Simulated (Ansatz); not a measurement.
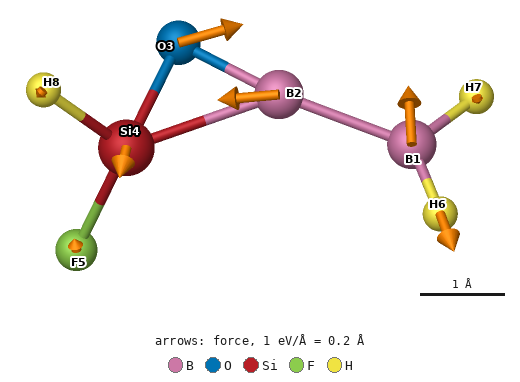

Starting geometry of B₂SiH₃OF (coarse preliminary run) with the computed forces as orange arrows. A ball-and-stick model, seen face on.

The start comes from a force field.

The calculation used RKS PBE-D4/def2-SVP (Ansatz). (force threshold 0.03 eV/Å; at most 200 steps)

Is this structure relaxed? If not, where do the atoms go?

It isn't relaxed: the largest force vector, on O3, is 4.07 eV/Å. The final displacements have little in common with the starting forces (cosine between the two patterns −0.05). H7 moves most after the best rigid fit: 1.60 Å. Largest moves by element: H 1.60 Å, B 0.86 Å, Si 0.73 Å, F 0.64 Å, O 0.48 Å. Some distances before and after: B1–Si4 3.424 → 2.042 Å, O3–Si4 1.672 → 1.945 Å, B2–O3 1.493 → 1.286 Å, B1–H6 1.110 → 1.221 Å. Among the angles between lasting bonds that change: B1–B2–Si4 139.9° → 65.7°, B1–B2–O3 151.8° → 132.3°, B2–Si4–O3 47.9° → 37.4°. Groups turn about B2–O3 by about 140°. After 20 accepted moves (23 points after the start) the energy has fallen by 232.7 kJ/mol. The largest force component goes from 3.4 to 0.015 eV/Å. The line search rejected the trial steps at points 16, 18, 20 of the run.
